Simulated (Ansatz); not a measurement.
# H4SSn: the cost of one run

Method: PBE0-D4/def2-TZVP structures, single points in def2-TZVPP, no counterpoise correction; program: Ansatz 0.2.0, Gaussian basis.

Levels: SPW92, PBE-D4, BLYP-D4, r2SCAN-D4, B97M-V, PBE0-D4, B3LYP-D4, r2SCAN0-D4, BHLYP-D4, CAM-B3LYP-D4, wB97X-V, wB97M-V, B2PLYP, PBE-QIDH, RPA on PBE, Hartree-Fock, MP2, CCSD, CCSD(T).

Cores are frozen in the correlated methods. Filled d shells of the heavier atoms are correlated. Core potentials replace the inner electrons past krypton, and spin-orbit coupling is left out. B3LYP uses VWN-RPA correlation. B2PLYP carries no dispersion term here.

88 further runs of the same task are left out: 88 set aside as unsound or not needed. Runs told in other sessions of the task aren't counted.

**1. The system as given**

The complex: 9 atoms, charge 0, spin multiplicity 1.

Atoms are counted from 1 here; the program's logs count them from 0.

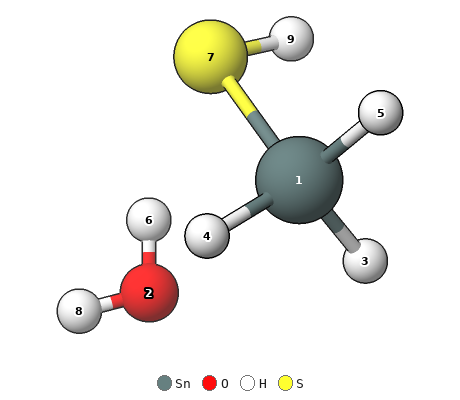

Start geometry, drawn with tin teal, oxygen red, hydrogen white, sulfur yellow; atoms are numbered from 1 in the order of the file.

Coordinates:

| atom | x (Å) | y (Å) | z (Å) |
| --- | --- | --- | --- |
| Sn1 | -0.7940 | -0.1277 | -1.0354 |
| O2 | 1.4979 | 1.1820 | 0.9157 |
| H3 | 0.7308 | -0.1416 | -1.7807 |
| H4 | -1.3756 | 1.4176 | -0.6435 |
| H5 | -1.9318 | -0.9682 | -1.9970 |
| H6 | 1.1235 | 0.3939 | 1.3327 |
| S7 | -0.6603 | -1.3087 | 1.0815 |
| H8 | 1.3697 | 1.8902 | 1.5506 |
| H9 | 0.0397 | -2.3374 | 0.5759 |

Its parts: SnH4S holds atoms 1, 3, 4, 5, 7, 9; H2O holds atoms 2, 6, 8. Each part counts its atoms afresh in its own runs.

**2. Relaxing SnH4S alone**

relax-a/in.yaml reads:

```yaml
crystal:
  periodic: [false, false, false]
  atoms:
    - {symbol: Sn, position_ang: [-0.794016, -0.127657, -1.035372]}
    - {symbol: H, position_ang: [0.730821, -0.141647, -1.780691]}
    - {symbol: H, position_ang: [-1.375596, 1.417613, -0.643454]}
    - {symbol: H, position_ang: [-1.931821, -0.968153, -1.996982]}
    - {symbol: S, position_ang: [-0.660284, -1.308741, 1.081487]}
    - {symbol: H, position_ang: [0.039740, -2.337385, 0.575862]}
basis:
  gaussian: {orbitals: def2-TZVP}
hamiltonian: {xc: pbe0, dispersion: d4}
relax: {f_tol: 0.005, max_steps: 200}
```

On the command line:

```console
ansatz run in.yaml --threads 4 --pin off --events-out ev --progress --plain --max-ram 9574MiB
```

**Question.** How long does this run take on 4 threads of Arm Neoverse V1, shared host?

About 12 s.
